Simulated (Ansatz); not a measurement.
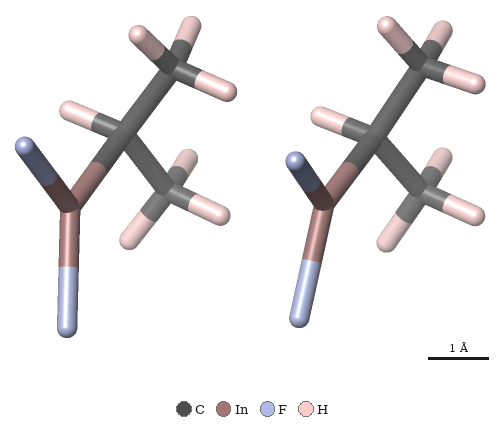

Two geometries of C3H7F2In, drawn at one scale. One is the start of a relaxation, the other its converged end. The picture is a stick view, seen from a free direction.

Theory: RKS PBE0-D4/def2-TZVP in Ansatz. Settings: force threshold 0.005 eV/Å; at most 150 steps.

Q: Which geometry has the lower energy?

A: The right one is the relaxed one. The start comes from GFN2-xTB. The energy falls by 6.30 kcal/mol in 20 accepted moves (22 points after the start). Largest force component: 1.2 eV/Å at the start, 0.0036 eV/Å at the end. The line search rejected the trial steps at points 11, 13 of the run. The forces were under the threshold at step 7, but the run went on from there. The atom that moves furthest after the best rigid fit is an F atom (0.42 Å). By element the largest moves are F 0.42 Å, H 0.21 Å, C 0.12 Å, In 0.08 Å. Near-neighbour distances that change, for instance: C–In 2.343 → 2.158 Å, F–In 2.022 → 1.949 Å, C–C 1.499 → 1.521 Å. Bond angles that change, for instance: C–In–F 118.1° → 126.7°, F–In–F 114.2° → 106.4°, C–C–In 106.4° → 111.1°.
